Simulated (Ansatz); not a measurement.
Consider MnTl2SnSb4.

```
CELL_PARAMETERS angstrom
8.30419 0.00000 0.00000
0.00000 8.30419 0.00000
0.00000 0.00000 6.98491
ATOMIC_POSITIONS crystal
Tl 0.00000 0.50000 0.00000
Tl 0.50000 0.00000 0.50000
Tl 0.50000 0.00000 0.00000
Tl 0.00000 0.50000 0.50000
Mn 0.00000 0.00000 0.50000
Mn 0.50000 0.50000 0.00000
Sn 0.00000 0.00000 0.00000
Sn 0.50000 0.50000 0.50000
Sb 0.17940 0.17940 0.24680
Sb 0.67940 0.67940 0.74680
Sb 0.67940 0.32060 0.25320
Sb 0.17940 0.82060 0.75320
Sb 0.32060 0.32060 0.74680
Sb 0.82060 0.82060 0.24680
Sb 0.32060 0.67940 0.25320
Sb 0.82060 0.17940 0.75320
```

Space group I-42m; built by placing these elements on a known structure type; not relaxed (largest force 1.6 eV/Å); computed without spin polarisation.

Theory: Ansatz 0.2.0, DFT, PAW plane waves, PBE.

**What can the converged electron localisation function tell about the bonding?**

Tl–Tl (3.49 Å): the ELF is about 0.10 at the midpoint (no shared electron pair shows on this line).

**Which way does charge flow, and how much by Bader's partition?**

Electrons move from Tl, Mn and Sn towards Sb. Bader charges: Tl +0.24, Mn +0.31, Sn +0.24 and Sb −0.26 e.

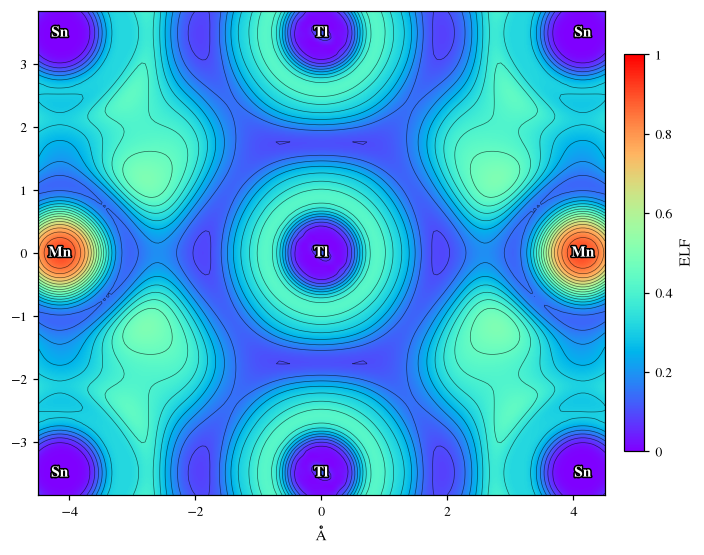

Computed electron localisation function on the (010) plane of the conventional cell. 

In a PAW calculation such maps are meaningful between the atoms, not at the nuclei.
